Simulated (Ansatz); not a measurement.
# The perfect GaSb wire along [110], 6 atoms a period, H-terminated

Aim: is the GaSb wire along [110], 6 atoms a period, H-terminated a metal or a semiconductor?

Calculated with Ansatz 0.2.0; DFT PBE, plane waves, PAW; relaxation of a wire's period; PAW set soft_1, in the first sound run; inputs show where later runs differ.

## (1) The structure

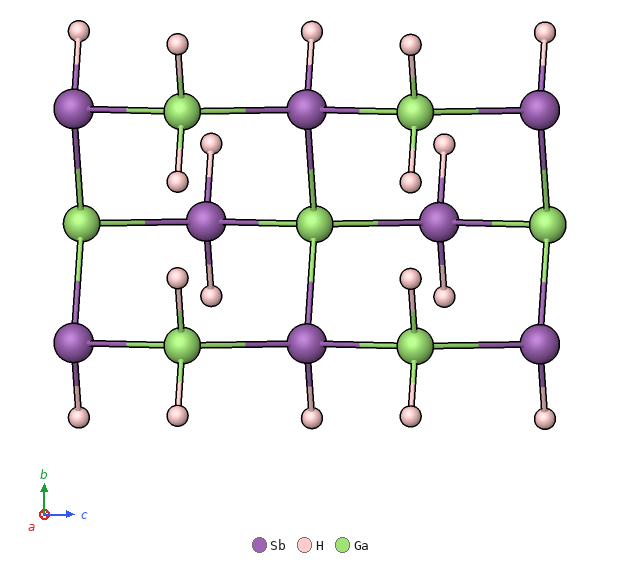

The starting structure, seen from the side, with the c axis across the page (antimony purple, hydrogen pink, gallium green). 1×1×2 cells are drawn. Some periodic images of atoms are drawn too.

The cell holds 14 atoms: 3 Sb, 8 H and 3 Ga. Cell: a = 13.380 Å, b = 14.049 Å, c = 4.391 Å, α = 90.0°, β = 90.0°, γ = 90.0°. Vacuum lies along a and b. The structure's axis is c.

## (2) Relaxing the period

Band widths follow the bond lengths, so the wire is relaxed first. The atoms and the third cell vector are free; the box across stays fixed as vacuum. A Fermi-Dirac smearing is set since the result may be a metal. The pressure printed is a third of the stress's trace over the whole box, vacuum included; only the stress along the axis is relaxed.

input.yaml reads:

```yaml
crystal:
  lattice:
    - [13.38, 0.0, 0.0]
    - [0.0, 14.049, 0.0]
    - [0.0, 0.0, 4.3911331112]
  atoms:
    - { symbol: Sb, position: [0.438319389, 0.656274619, 0.0] }
    - { symbol: H, position: [0.513832317, 0.757980721, 0.0] }
    - { symbol: Ga, position: [0.554350779, 0.499995414, 0.0] }
    - { symbol: H, position: [0.254110613, 0.251890129, 0.5] }
    - { symbol: H, position: [0.254110613, 0.435542289, 0.5] }
    - { symbol: H, position: [0.254110613, 0.748100699, 0.5] }
    - { symbol: H, position: [0.254110613, 0.564448539, 0.5] }
    - { symbol: Ga, position: [0.322287999, 0.343716209, 0.5] }
    - { symbol: Ga, position: [0.322287999, 0.656274619, 0.5] }
    - { symbol: Sb, position: [0.670382169, 0.499995414, 0.5] }
    - { symbol: H, position: [0.745895097, 0.398289313, 0.5] }
    - { symbol: H, position: [0.745895097, 0.601701515, 0.5] }
    - { symbol: Sb, position: [0.438319389, 0.343716209, 0.0] }
    - { symbol: H, position: [0.513832317, 0.242010107, 0.0] }
kpoints:
  mp_grid: { grid: [1, 1, 19] }
scf:
  occupations: { method: fermi_dirac, width: 0.05 }
hamiltonian:
  xc: pbe
  pseudopotentials: { kind: paw, azcp: { folder: soft_1 } }
relax:
  cell: { fix: [a, b, alpha, beta, gamma] }
  max_steps: 45
  f_tol: 0.03
```

The run is started by

```
> ansatz run input.yaml --threads 4 --pin off --max-ram 16384MiB --backend cpu --events-out ev --progress --plain --runs-dir out
```

Numbers of over 12 decimals in the logs are rounded to 6 here.

What it wrote:

```text
Engine: ansatz 0.2.0, x86_64-unknown-linux-gnu
Pseudopotentials: kind: paw
Pseudopotential: Sb, paw, valence charge 15, recommended cutoff 420 eV (normal), soft_1/Sb.paw.azcp
Pseudopotential: H, paw, valence charge 1, recommended cutoff 420 eV (normal), soft_1/H.paw.azcp
Pseudopotential: Ga, paw, valence charge 13, recommended cutoff 420 eV (normal), soft_1/Ga.paw.azcp
Functional definition: PBE
  parameter kappa = 0.804
  parameter beta = 0.066725
  exchange = pbe_x(kappa = kappa, mu = beta*pi^2/3)
  correlation = pbe_c(beta = beta)
Crystal: 14 atoms, lattice volume = 825.426 Å³
Basis set: ecut = 420 eV, 16169 PW (Γ), exchange–correlation on 180×192×60 points (8 copies of the dense FFT grid, shifted against one another)
Bands: 60, of which v1, the nominal top of the filled ones, is band 46 counted from 1 (45 counted from 0)
Symmetry: 4 space group operations
Space group: Pmm2 (ITA 25), of the structure as read, at distance tolerance 9.4e-5 Å
k-points: 10 of 19
Non-local potential: Sb, projectors of the file, l = 0: 2, l = 1: 2, l = 2: 2, l = 3: 1
Non-local potential: H, projectors of the file, l = 0: 2, l = 1: 1
Non-local potential: Ga, projectors of the file, l = 0: 2, l = 1: 2, l = 2: 3, l = 3: 1
PAW form: soft (Blöchl's): semilocal exchange-correlation on the pseudo side does not see the compensation charge
PAW one-centre angular grid: Sb, 590 points (default); XC on 64 Gauss nodes
PAW one-centre angular grid: H, 110 points (default); XC on 64 Gauss nodes
PAW one-centre angular grid: Ga, 590 points (default); XC on 64 Gauss nodes
Initial density: superposition of atomic densities (neutral atoms: chi_scale 0, normalization atom)
Initial wavefunctions: pseudopotential atomic-orbital guess
Functional: x = pbe(κ = 0.804, μ = 0.219515), c = pbe(β = 0.066725)
SCF iter   1: F=—  HF=-30929.602558 eV  |F-HF|=—  |Δ(HF+E_count)|=         —  Δρ=3.04e-2  dr2=8.81e0  ethr=3.10e-3  ⟨swp⟩=8.4  Hψ=2792  notcnv=0  defer=5
preconditioner: auto → Resta (q_TF=auto, 1.893 Å⁻¹)  ε∞=1.6  [insulator: Δε(μ)=1.991 eV  Ē_g=13.287 eV  σ=0.050 eV  W_gap=1.00  n_scr=94 (ndim 8)  ℏωp=10.2 eV  f_vac=0.609  D(μ)=0.00/eV (n_scr^D=0)  ε∞_Penn≈1.6  vacuum switching on, ρ_ref=1.3e-2 e/Å³]
SCF iter   2: F=—  HF=-30927.287224 eV  |F-HF|=—  |Δ(HF+E_count)|=    2.32e0  Δρ=1.19e-2  dr2=1.44e0  ethr=3.10e-3  ⟨swp⟩=3.3  Hψ=944  notcnv=0  defer=80
SCF iter   3: F=—  HF=-30927.006016 eV  |F-HF|=—  |Δ(HF+E_count)|=   2.81e-1  Δρ=4.92e-3  dr2=3.46e-1  ethr=1.57e-3  ⟨swp⟩=3.2  Hψ=882  notcnv=0  defer=88
SCF iter   4: F=—  HF=-30926.941274 eV  |F-HF|=—  |Δ(HF+E_count)|=   6.47e-2  Δρ=1.21e-3  dr2=1.65e-2  ethr=3.76e-4  ⟨swp⟩=3.3  Hψ=754  notcnv=0  defer=88
SCF iter   5: F=—  HF=-30926.940701 eV  |F-HF|=—  |Δ(HF+E_count)|=   5.73e-4  Δρ=5.77e-4  dr2=1.43e-3  ethr=1.80e-5  ⟨swp⟩=2.6  Hψ=1067  notcnv=0  defer=84
SCF iter   6: F=—  HF=-30926.941002 eV  |F-HF|=—  |Δ(HF+E_count)|=   3.01e-4  Δρ=1.99e-4  dr2=1.74e-4  ethr=1.55e-6  ⟨swp⟩=2.0  Hψ=825  notcnv=0  defer=84
SCF iter   7: F=—  HF=-30926.941132 eV  |F-HF|=—  |Δ(HF+E_count)|=   1.30e-4  Δρ=3.67e-5  dr2=1.49e-5  ethr=1.89e-7  ⟨swp⟩=2.0  Hψ=825  notcnv=0  defer=84
SCF iter   8: F=—  HF=-30926.941086 eV  |F-HF|=—  |Δ(HF+E_count)|=   4.61e-5  Δρ=1.22e-5  dr2=1.79e-6  ethr=1.62e-8  ⟨swp⟩=2.0  Hψ=840  notcnv=0  defer=84
SCF iter   9: F=—  HF=-30926.941088 eV  |F-HF|=—  |Δ(HF+E_count)|=   1.30e-6  Δρ=4.97e-6  dr2=2.87e-7  ethr=1.94e-9  ⟨swp⟩=2.0  Hψ=825  notcnv=0  defer=84
SCF iter  10: F=-30926.941088 eV  HF=-30926.941088 eV  |F-HF|=2.00e-8  |Δ(HF+E_count)|=   2.72e-7  Δρ=1.50e-6  dr2=4.43e-8  ethr=1.09e-10  ⟨swp⟩=5.0  Hψ=2168  notcnv=0
SCF 1 converged in 10 iterations: F = -30926.941088 eV  dr2 = 4.43e-8
  greatest PAW one-centre occupation: 0.995 electrons in one spin orbital (limit 2), on the Sb atom at site 9 (counted from 0), in its partial waves of l = 2
relax step   1: F+E_penalty+E_count = -30926.94108786 eV  Δ(F+E_penalty+E_count) = +0.000e0 eV  max|allowed force component| = 6.896e-1 eV/Å  Δτ_max = 0.0000 Å  P = -0.243 GPa  Ω = 825.426 Å³  fix = [a, b, alpha, beta, gamma]  reactions: a -0.455, b -0.477 GPa  (10 SCF iters, dr2 threshold 1.00e-7 eV, accepted)
Crystal: 14 atoms, lattice volume = 829.842 Å³
Basis set: ecut = 420 eV, 16289 PW (Γ), exchange–correlation on 180×192×60 points (8 copies of the dense FFT grid, shifted against one another)
Initial density: handed on by an earlier stage of this run
Initial wavefunctions: those handed on with the density
iter 1 solved again at ethr=3.81e-4 eV; its pass at ethr=3.10e-3 eV (dr2=3.50e-1 eV) is discarded
SCF iter   1: F=—  HF=-30927.378897 eV  |F-HF|=—  |Δ(HF+E_count)|=         —  Δρ=8.19e-3  dr2=3.56e-1  ethr=3.81e-4  ⟨swp⟩=3.5  Hψ=2905  notcnv=0
preconditioner: auto → Resta (q_TF=auto, 1.891 Å⁻¹)  ε∞=1.6  [insulator: Δε(μ)=1.672 eV  Ē_g=13.116 eV  σ=0.050 eV  W_gap=1.00  n_scr=94 (ndim 8)  ℏωp=10.1 eV  f_vac=0.660  D(μ)=0.00/eV (n_scr^D=0)  ε∞_Penn≈1.6  vacuum switching on, ρ_ref=1.2e-2 e/Å³]
SCF iter   2: F=—  HF=-30927.313957 eV  |F-HF|=—  |Δ(HF+E_count)|=   6.49e-2  Δρ=3.96e-3  dr2=6.53e-2  ethr=3.81e-4  ⟨swp⟩=4.1  Hψ=1018  notcnv=0
SCF iter   3: F=—  HF=-30927.312371 eV  |F-HF|=—  |Δ(HF+E_count)|=   1.59e-3  Δρ=8.64e-4  dr2=1.93e-2  ethr=7.09e-5  ⟨swp⟩=3.0  Hψ=896  notcnv=0  defer=87
SCF iter   4: F=—  HF=-30927.308285 eV  |F-HF|=—  |Δ(HF+E_count)|=   4.09e-3  Δρ=2.62e-4  dr2=7.74e-4  ethr=2.10e-5  ⟨swp⟩=2.0  Hψ=686  notcnv=0  defer=87
SCF iter   5: F=—  HF=-30927.308267 eV  |F-HF|=—  |Δ(HF+E_count)|=   1.81e-5  Δρ=7.93e-5  dr2=5.53e-5  ethr=8.42e-7  ⟨swp⟩=2.0  Hψ=904  notcnv=0  defer=87
SCF iter   6: F=—  HF=-30927.308282 eV  |F-HF|=—  |Δ(HF+E_count)|=   1.50e-5  Δρ=3.06e-5  dr2=1.36e-5  ethr=6.01e-8  ⟨swp⟩=2.0  Hψ=838  notcnv=0  defer=87
SCF iter   7: F=-30927.308282 eV  HF=-30927.308282 eV  |F-HF|=1.36e-7  |Δ(HF+E_count)|=   5.80e-7  Δρ=9.55e-6  dr2=7.24e-7  ethr=1.52e-9  ⟨swp⟩=4.0  Hψ=2372  notcnv=0
SCF 2 converged in 7 iterations: F = -30927.308282 eV  dr2 = 7.24e-7
relax step   2: F+E_penalty+E_count = -30927.30828178 eV  Δ(F+E_penalty+E_count) = -3.672e-1 eV  max|allowed force component| = 3.268e-1 eV/Å  Δτ_max = 0.1946 Å  P = +0.052 GPa  Ω = 829.842 Å³  energy of the carried Pulay correction = -5.334e-4 eV  fix = [a, b, alpha, beta, gamma]  reactions: a -0.159, b +0.082 GPa  (7 SCF iters, dr2 threshold 1.40e-6 eV, accepted)
Crystal: 14 atoms, lattice volume = 836.018 Å³
Basis set: ecut = 420 eV, 16401 PW (Γ), exchange–correlation on 180×192×60 points (8 copies of the dense FFT grid, shifted against one another)
[...]
relax step   6: F+E_penalty+E_count = -30927.47969326 eV  Δ(F+E_penalty+E_count) = -7.446e-3 eV  max|allowed force component| = 5.160e-2 eV/Å  Δτ_max = 0.0963 Å  P = -0.024 GPa  Ω = 844.171 Å³  energy of the carried Pulay correction = -2.245e-3 eV  fix = [a, b, alpha, beta, gamma]  reactions: a -0.018, b -0.028 GPa  (7 SCF iters, dr2 threshold 5.40e-7 eV, accepted)
relax step   7: F+E_penalty+E_count = -30927.48457192 eV  Δ(F+E_penalty+E_count) = -4.879e-3 eV  max|allowed force component| = 7.242e-2 eV/Å  Δτ_max = 0.1119 Å  P = -0.047 GPa  Ω = 843.889 Å³  energy of the carried Pulay correction = -2.211e-3 eV  fix = [a, b, alpha, beta, gamma]  reactions: a -0.043, b -0.069 GPa  (8 SCF iters, dr2 threshold 1.66e-7 eV, accepted)
relax step   8: F+E_penalty+E_count = -30927.48805659 eV  Δ(F+E_penalty+E_count) = -3.485e-3 eV  max|allowed force component| = 4.328e-2 eV/Å  Δτ_max = 0.0987 Å  P = -0.018 GPa  Ω = 842.650 Å³  energy of the carried Pulay correction = -2.064e-3 eV  fix = [a, b, alpha, beta, gamma]  reactions: a -0.020, b -0.034 GPa  (7 SCF iters, dr2 threshold 3.28e-7 eV, accepted)
relax step   9: F+E_penalty+E_count = -30927.48883687 eV  Δ(F+E_penalty+E_count) = -7.803e-4 eV  max|allowed force component| = 3.284e-2 eV/Å  Δτ_max = 0.0548 Å  P = -0.003 GPa  Ω = 842.261 Å³  energy of the carried Pulay correction = -2.018e-3 eV  fix = [a, b, alpha, beta, gamma]  reactions: a -0.013, b -0.008 GPa  (7 SCF iters, dr2 threshold 1.17e-7 eV, accepted)
relax step  10: F+E_penalty+E_count = -30927.48915805 eV  Δ(F+E_penalty+E_count) = -3.212e-4 eV  max|allowed force component| = 1.412e-2 eV/Å  Δτ_max = 0.0339 Å  P = -0.003 GPa  Ω = 842.377 Å³  energy of the carried Pulay correction = -2.032e-3 eV  fix = [a, b, alpha, beta, gamma]  reactions: a -0.022, b +0.006 GPa  (6 SCF iters, dr2 threshold 6.74e-8 eV, accepted)
Initial wavefunctions: pseudopotential atomic-orbital guess (no wavefunctions were taken with the density)
iter 1 solved again at ethr=1.20e-6 eV; its pass at ethr=3.10e-3 eV (dr2=1.11e-3 eV) is discarded
SCF iter   1: F=—  HF=-30927.479093 eV  |F-HF|=—  |Δ(HF+E_count)|=         —  Δρ=1.33e-4  dr2=4.07e-6  ethr=1.20e-6  ⟨swp⟩=3.9  Hψ=4467  notcnv=0
eigensolver tolerance schedule: the retry pair's looser diagonalisation over-reported the residual by 270.51 of it (diagonalisation noise at 0.12 of the residual, at the tolerance the schedule requests for it); recorded, not acted on — ethr = c·dr2/N_el stays at c = 1.0e-1
preconditioner: auto → Resta (q_TF=auto, 1.886 Å⁻¹)  ε∞=1.6  [insulator: Δε(μ)=1.777 eV  Ē_g=13.181 eV  σ=0.050 eV  W_gap=1.00  n_scr=94 (ndim 8)  ℏωp=10.1 eV  f_vac=0.656  D(μ)=0.00/eV (n_scr^D=0)  ε∞_Penn≈1.6  vacuum switching on, ρ_ref=1.3e-2 e/Å³]
SCF iter   2: F=—  HF=-30927.487252 eV  |F-HF|=—  |Δ(HF+E_count)|=   8.16e-3  Δρ=6.71e-5  dr2=1.24e-6  ethr=4.43e-9  ⟨swp⟩=3.0  Hψ=1268  notcnv=0
SCF iter   3: F=—  HF=-30927.491174 eV  |F-HF|=—  |Δ(HF+E_count)|=   3.92e-3  Δρ=9.93e-6  dr2=3.52e-7  ethr=1.34e-9  ⟨swp⟩=3.1  Hψ=1147  notcnv=0
SCF iter   4: F=—  HF=-30927.491310 eV  |F-HF|=—  |Δ(HF+E_count)|=   1.37e-4  Δρ=1.79e-6  dr2=2.26e-8  ethr=3.82e-10  ⟨swp⟩=2.1  Hψ=883  notcnv=0
SCF iter   5: F=—  HF=-30927.491314 eV  |F-HF|=—  |Δ(HF+E_count)|=   3.82e-6  Δρ=7.48e-7  dr2=3.70e-9  ethr=2.46e-11  ⟨swp⟩=2.0  Hψ=910  notcnv=0
SCF iter   6: F=—  HF=-30927.491316 eV  |F-HF|=—  |Δ(HF+E_count)|=   1.64e-6  Δρ=2.31e-7  dr2=1.24e-9  ethr=4.02e-12  ⟨swp⟩=2.4  Hψ=917  notcnv=0
SCF iter   7: F=-30927.491316 eV  HF=-30927.491316 eV  |F-HF|=2.91e-9  |Δ(HF+E_count)|=   1.04e-7  Δρ=6.16e-8  dr2=7.15e-11  ethr=1.00e-12  ⟨swp⟩=4.0  Hψ=2501  notcnv=0
SCF 11 converged in 7 iterations: F = -30927.491316 eV  dr2 = 7.15e-11
relax step  11: F+E_penalty+E_count = -30927.49131601 eV  Δ(F+E_penalty+E_count) = -2.158e-3 eV  max|allowed force component| = 1.422e-2 eV/Å  Δτ_max = 0.0000 Å  P = -0.001 GPa  Ω = 842.377 Å³  fix = [a, b, alpha, beta, gamma]  reactions: a -0.021, b +0.006 GPa  stress off target by 1.16e-2 GPa on what of the cell is left free  SCF on the basis re-selected at this cell (its energy is not comparable with the rows above)  (7 SCF iters)
basis re-selected at this cell: Δ(F+E_penalty+E_count) = -2.158e-3 eV, ΔP = +0.002 GPa vs the last step (what re-selecting the basis moved, of the pressure what is left beyond the Pulay correction that the steps carried, after the strain that the cell walked since its last selection, with what the two solves' SCF thresholds leave and, on support functions, any second-order correction that the steps lacked; it is no m [...]
SCF converged after 7 iterations
Free energy (F): -30927.491316 eV
Harris-Foulkes:  -30927.491316 eV  (|F-HF|=2.91e-9)
Internal energy: -30927.491316 eV  (E = F + TS)
E sigma→0 (E₀):  -30927.491316 eV
Fermi energy:    -1.806564 eV
--- Per-component energies (eV) ---
  E_band       = -1632.401130
  E_kinetic    = 924.008586
  E_local      = -30522.722979  (includes V_loc(G=0)·N_el)
  E_nonlocal   = 898.722903
  E_hartree    = 14948.911233
  E_xc         = -549.734786
  E_vxc        = -521.541034  (∫ρ·V_xc dr)
  E_paw        = -19616.292141  (= ΣΔE_a)
  E_vpaw       = -2308.683030  (= ΣTr[D̂ρ^β])
  E_aug_tail   = -0.007662  (compensation charges beyond the density's cutoff)
  E_ewald      = 2989.623530
  E_smearing   = -0.000000  (= −TS)
  E_closure    = 0.000000  (closes the sum)
  Σ components = -30927.491316   (vs F -30927.491316, Δ=0.00e0)
--- Forces (eV/Å), atoms counted from 1 ---
  atom   1  Sb     0.00378699    -0.00016443    -0.00000000
  atom   2  H     -0.01422054    -0.00536059     0.00000000
  atom   3  Ga    -0.00281144     0.00000000     0.00000000
  atom   4  H     -0.00539366     0.00366125     0.00000000
  atom   5  H      0.01153410    -0.00513305    -0.00000000
  atom   6  H     -0.00539366    -0.00366125     0.00000000
  atom   7  H      0.01153410     0.00513305    -0.00000000
  atom   8  Ga     0.00213313    -0.01350871     0.00000000
  atom   9  Ga     0.00213313     0.01350871    -0.00000000
  atom  10  Sb    -0.00981623     0.00000000     0.00000000
  atom  11  H      0.00847441     0.00621890    -0.00000000
  atom  12  H      0.00847441    -0.00621890    -0.00000000
  atom  13  Sb     0.00378699     0.00016443    -0.00000000
  atom  14  H     -0.01422054     0.00536059     0.00000000
  max |Σ_I F_I| component: 1.17e-6 eV/Å
--- Stress (GPa, compression-positive) ---
       -0.020943       0.000000       0.000000
        0.000000       0.006300       0.000000
        0.000000       0.000000       0.011553
  P = ⅓ Tr σ = -0.0010 GPa (-0.010 kbar)
--- Relaxed structure (10 steps of the walk, 10 accepted, 1 SCFs on fresh bases) ---
  F+E_penalty+E_count = -30927.49131601 eV   max|allowed force component| = 1.422e-2 eV/Å   (the final SCF, on the basis selected at the relaxed cell)
  cell:  # Å, volume = 842.3775 Å³
    - [13.38, 0, 0]
    - [0, 14.049, 0]
    - [0, 0, 4.481312]
  atoms:
    - { symbol: Sb, position: [0.430233, 0.661595, 0.0] }
    - { symbol: H, position: [0.529797, 0.738575, 0.0] }
    - { symbol: Ga, position: [0.530836, 0.499995, 0] }
    - { symbol: H, position: [0.303916, 0.194641, 0.5] }
    - { symbol: H, position: [0.238302, 0.382211, 0.5] }
    - { symbol: H, position: [0.303916, 0.805350, 0.5] }
    - { symbol: H, position: [0.238302, 0.617780, 0.5] }
    - { symbol: Ga, position: [0.321737, 0.304535, 0.5] }
    - { symbol: Ga, position: [0.321737, 0.695456, 0.5] }
    - { symbol: Sb, position: [0.644546, 0.499995, 0.5] }
    - { symbol: H, position: [0.729247, 0.408698, 0.5] }
    - { symbol: H, position: [0.729247, 0.591293, 0.5] }
    - { symbol: Sb, position: [0.430233, 0.338396, 0.0] }
    - { symbol: H, position: [0.529797, 0.261416, 0.0] }
```

Run time: 81 s. Hardware: 4 threads of Intel Xeon Platinum 8375C at 2.90GHz (Ice Lake), shared host; peak memory 1.6 GiB.

The steps of the relaxation:

```
step  energy less that of the first step (eV)  largest force component (eV/Å)  pressure (GPa)  volume (Å³)
   1                                   0.0000                          0.6896           -0.24       825.43
   2                                  -0.3672                          0.3268            0.05       829.84
   3                                  -0.4544                          0.1472           -0.06       836.02
   4                                  -0.5104                          0.2001            0.06       841.53
   5                                  -0.5312                          0.0929           -0.02       844.34
   6                                  -0.5386                          0.0516           -0.02       844.17
   7                                  -0.5435                          0.0724           -0.05       843.89
   8                                  -0.5470                          0.0433           -0.02       842.65
   9                                  -0.5477                          0.0328            0.00       842.26
  10                                  -0.5481                          0.0141            0.00       842.38
 11*                                  -0.5502                          0.0142            0.00       842.38
```

Relaxation steps marked * repeat the geometry before them on a plane-wave basis chosen anew for their cell, so energy and pressure can jump there.

The run keeps the 4 symmetry operations that it works with, so distortions that break them were not tested.

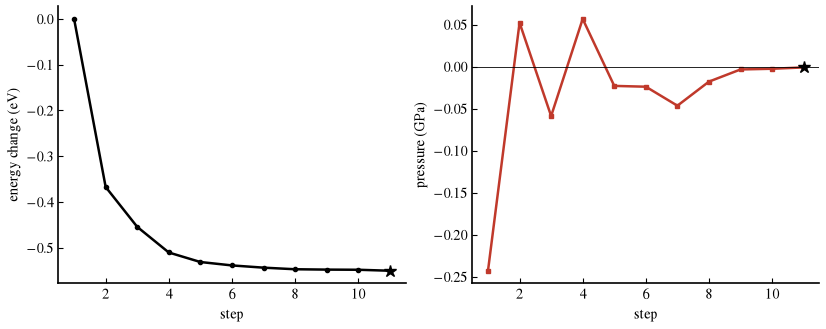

Energy and pressure along the relaxation. Stars mark steps on a basis chosen anew.

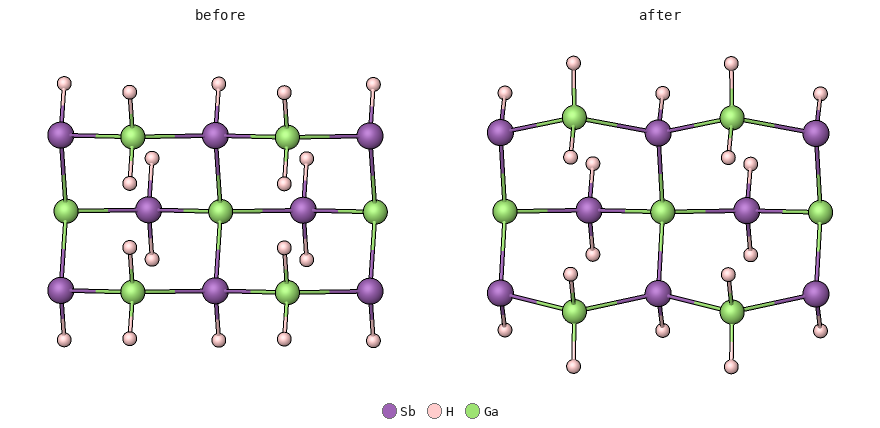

Before and after, at one scale.

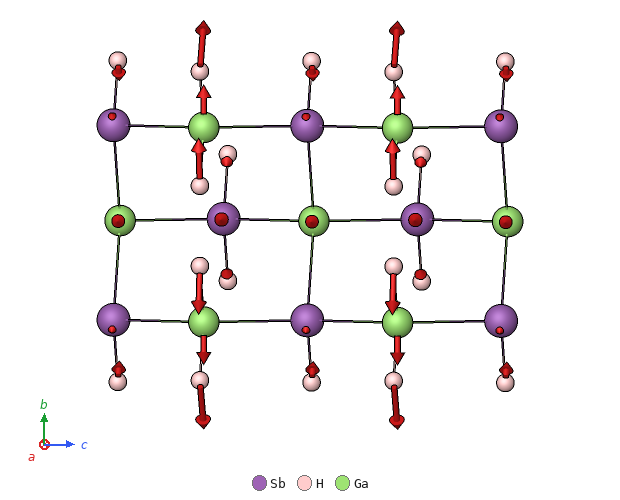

Displacements in the relaxation, exaggerated, measured against the changing cell; the longest in the cell stands for 1.04 Å. 1×1×2 cells are drawn. Some periodic images of atoms are drawn too.

```
cell as run  before  after  change
      c (Å)   4.391  4.481  +2.1 %
```

The atoms that moved most (Å, along periodic axes as changes of fractional coordinates times the final cell, across vacuum about the mean position):

```
atom      dx      dy     dz  length
  H4   0.666  -0.804  0.000   1.044
  H6   0.666   0.804  0.000   1.044
  H7  -0.212   0.749  0.000   0.779
  H5  -0.212  -0.749  0.000   0.779
 Ga9  -0.007   0.550  0.000   0.551
 Ga8  -0.007  -0.550  0.000   0.551
 H14   0.214   0.273  0.000   0.346
  H2   0.214  -0.273  0.000   0.346
```

Numbers from this step:

```yaml
cell_length_along_the_wire: 4.481 Å
```

The cell's length comes to 4.481 Å with spin left out.

[end of part 1 of 2]

[Logs are printed without paths, hosts, clocks, repeated set-up lines and the standing remarks that a program may print on its own settings, such as how far it seeks lower states.]

[Hosts, paths, dates, database ids (printed as entryN), source tags and the programs' standing remarks are cut or masked in the printed files.]
